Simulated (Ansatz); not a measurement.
Cost and result by functional for the ionisation potential of the (100) surface of tetragonal BaTiO3 in its 1x1 cell (cut with top plane Ba + O, bottom plane Ba + O), relaxed from an ideal cut (the real face may reconstruct), outermost plane spacing 1.99 Å in the ideal cut (one of several cuts of this face), with 1 Ba, 1 O a cell over the bulk's ratio, in Ansatz (plane waves, PAW). Single points on the PBE structure, on one kind of machine; costs are rough ratios of the slab run's core time (references not counted) to the cheapest single point. r2SCAN's cost holds its higher cutoff (500 against 420 eV). Differences are taken against HSE06 for comparison alone: no measured value is at hand, so the table doesn't rank accuracy. HSE06 ran on a coarser k-mesh, which lowers its cost and carries part of its shift.

Model: 17-atom slab, Ba4O10Ti3, 12.0 Å thick at the start, 7x6x1 mesh, Fermi-Dirac 0.025 eV, dipole correction, all atoms relaxed; symmetry of the start imposed; no spin, no spin-orbit, no U. These notes are the PBE run's.

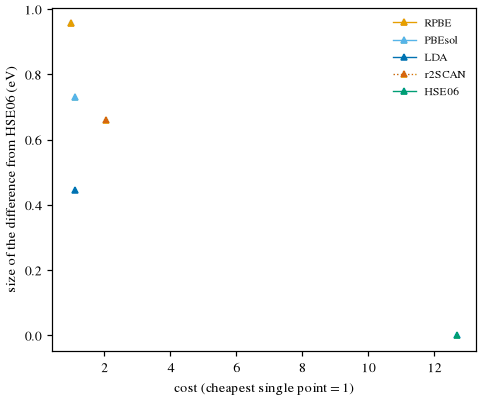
Fig. 1. Difference from HSE06 against cost

```
functional                     relative cost  ionisation potential (eV)  less HSE06 (eV)
-----------------------------  -------------  -------------------------  ---------------
RPBE                                       1                       2.84            -0.96
PBEsol                                     1                       3.07            -0.73
LDA                                        1                       3.36            -0.44
r2SCAN                                     2                       3.14            -0.66
HSE06                                     10                       3.80             0.00
PBE (the relaxed run's value)              –                       3.00            -0.81
```

The values span 0.96 eV, while the single points' costs differ by a factor of roughly 10. Differences are of unrounded values.

Ansatz is a first-principles code.
